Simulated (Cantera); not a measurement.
Input: 1 mol BF3, a varied amount of H2O, held at 1548.15 K and 10.0 mbar.

Equilibrium computed with Cantera from the NASA thermochemical tables; the gas is ideal and each condensed phase is pure. Candidate condensed phases: B, B2O3, B3O3H3, H2O; 43 gas species. Gases not in the tables: H3BO3. The numbers say what is thermodynamically allowed, not how fast it happens.

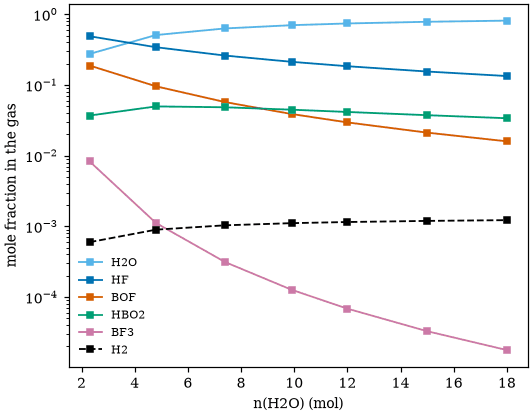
Figure. Equilibrium gas composition (values under 1e-9 drawn at 1e-9)

Q: Read off the mole fractions at 9.9 mol H2O.

A: H2O about 0.70, HF about 0.21, HBO2 about 0.045, BOF about 0.039, H2 about 0.0011, BF3 about 0.00013.
